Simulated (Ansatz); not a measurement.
Density of states of HfBe3 (P6_3/mmc, 8 atoms in the cell).

```yaml
crystal:
  lattice:
    - [5.32125, 0.00000, 0.00000]
    - [-2.66063, 4.60834, 0.00000]
    - [0.00000, 0.00000, 4.26806]
  atoms:
    - { symbol: Be, position: [0.83920, 0.67840, 0.25000] }
    - { symbol: Be, position: [0.16080, 0.83920, 0.75000] }
    - { symbol: Be, position: [0.32160, 0.16080, 0.25000] }
    - { symbol: Be, position: [0.16080, 0.32160, 0.75000] }
    - { symbol: Be, position: [0.83920, 0.16080, 0.25000] }
    - { symbol: Be, position: [0.67840, 0.83920, 0.75000] }
    - { symbol: Hf, position: [0.33333, 0.66667, 0.25000] }
    - { symbol: Hf, position: [0.66667, 0.33333, 0.75000] }
```

Level of theory: PBE (plane waves, PAW; Ansatz, a quantum-chemistry and plane-wave program).

SCF settings: basis.ecutwfc = 420 eV; kpoints.mp_grid.grid = 6 6 6; hamiltonian.xc = pbe; hamiltonian.pseudopotentials = {kind: paw}, with the files named one by one; scf.occupations.method = methfessel_paxton; scf.occupations.width = 0.1 eV. Keys of the DOS step: output.dos.nscf_kmesh.grid = 9 9 9.

The starting cell was generated: these elements placed on a structure prototype, without a prior relaxation; it need not be a known phase or ordering of this composition. Spin-orbit coupling is off.

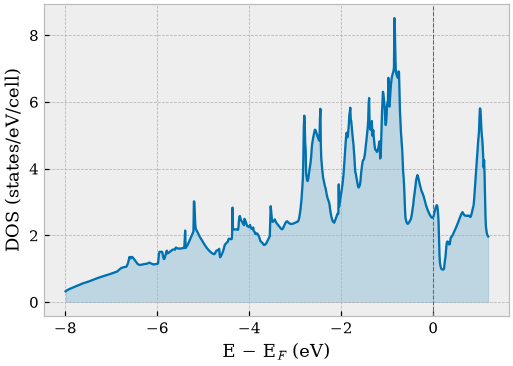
*Total density of states, both spins summed.*

Total DOS (both spins), as means of the tabulated values in each energy bin; the zero is the program's Fermi level or highest filled level, and the curve is cut to this window:

(E (eV), states/eV/cell): (-7.88, 0.41); (-7.62, 0.55); (-7.38, 0.68); (-7.12, 0.80); (-6.88, 0.94); (-6.62, 1.20); (-6.38, 1.15); (-6.12, 1.15); (-5.88, 1.42); (-5.62, 1.58); (-5.38, 1.74); (-5.12, 2.12); (-4.88, 1.56); (-4.62, 1.54); (-4.38, 2.04); (-4.12, 2.38); (-3.88, 2.09); (-3.62, 1.96); (-3.38, 2.32); (-3.12, 2.36); (-2.88, 3.36); (-2.62, 4.55); (-2.38, 3.85); (-2.12, 2.68); (-1.88, 4.74); (-1.62, 3.95); (-1.38, 5.05); (-1.12, 5.20); (-0.88, 6.75); (-0.62, 3.65); (-0.38, 3.28); (-0.12, 2.83); (0.12, 1.90); (0.38, 1.87); (0.62, 2.55); (0.88, 3.35)

Around zero the curve holds about 2.6 states/eV/cell.

Keys are those of Ansatz 0.2.
